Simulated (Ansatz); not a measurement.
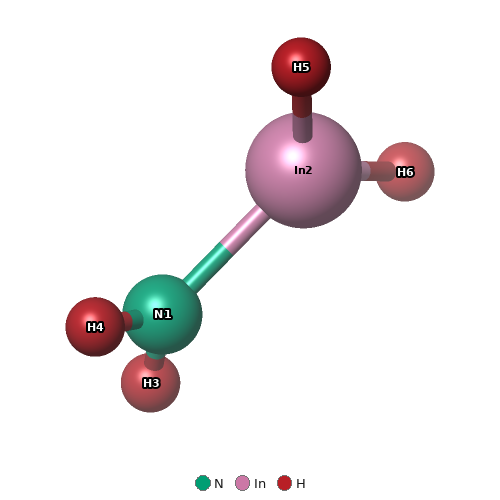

The system is H₄InN (SMILES [NH2][InH2]) with the probe HF; the picture shows it without the atoms that are moved over the map. 
- The probe is moved over a plane parallel to the molecule's main plane, 2.70 Å above it.
- Coordinates scanned: (1) x of the probe's F atom; (2) y of the probe's F atom.
- Nothing is relaxed (molecule and probe rigid, the probe upright with F nearest the plane).
- The grid has 11 × 9 points.
- Points are written as (first, second).
- Energies: cm⁻¹, counted from molecule and probe far apart, each relaxed in its own basis (no counterpoise correction).
- The calculation used RKS B3LYP-D4/def2-SVPD in Ansatz.

Range: x of the probe's F atom from −3.25 to 3.25 Å; y of the probe's F atom from −2.60 to 2.60 Å.

What will the energy surface look like?

The lowest grid point is at (1.95 Å, 0.00 Å), −850 cm⁻¹ from molecule and probe far apart, each relaxed in its own basis (no counterpoise correction). The bottom of the well lies between grid points, at about (1.66 Å, 0.00 Å), about 19 cm⁻¹ lower on the interpolated surface. It is the only kind of minimum in the scanned range. The highest grid point, (−1.30 Å, 0.00 Å), lies 1576 cm⁻¹ above the lowest. Near the minimum the curvatures are about 0.055 and 0.068 eV/Å² along the soft and the stiff direction.

| y of the probe's F atom ↓, x of the probe's F atom → | −3.25 | −2.60 | −1.95 | −1.30 | −0.65 | 0.00 | 0.65 | 1.30 | 1.95 | 2.60 | 3.25 |
| --- | --- | --- | --- | --- | --- | --- | --- | --- | --- | --- | --- |
| 2.60 | −54 | −74 | −88 | −102 | −129 | −164 | −172 | −145 | −104 | −63 | −22 |
| 1.95 | −65 | −77 | −69 | −72 | −139 | −256 | −324 | −304 | −247 | −189 | −121 |
| 1.30 | −50 | −15 | 79 | 144 | 20 | −272 | −491 | −538 | −479 | −376 | −254 |
| 0.65 | −13 | 99 | 331 | 519 | 333 | −183 | −599 | −756 | −734 | −585 | −388 |
| 0.00 | 8 | 162 | 469 | 725 | 512 | −116 | −627 | −842 | −850 | −684 | −447 |
| −0.65 | −13 | 99 | 331 | 519 | 333 | −183 | −600 | −757 | −735 | −586 | −388 |
| −1.30 | −51 | −15 | 79 | 144 | 20 | −272 | −491 | −538 | −479 | −376 | −254 |
| −1.95 | −65 | −77 | −69 | −73 | −140 | −256 | −324 | −304 | −247 | −189 | −121 |
| −2.60 | −54 | −74 | −88 | −102 | −129 | −164 | −172 | −145 | −104 | −63 | −22 |

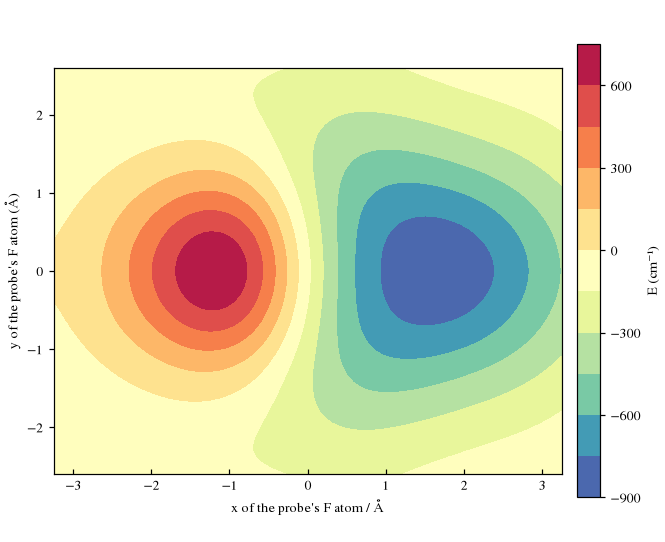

In the figure: filled contours. Between grid points the surface is interpolated.

Time for the 99 points that were run: 11 min on 1 thread of Intel(R) Xeon(R) Platinum 8259CL CPU @ 2.50GHz (Skylake/Cascade Lake) (shared host).
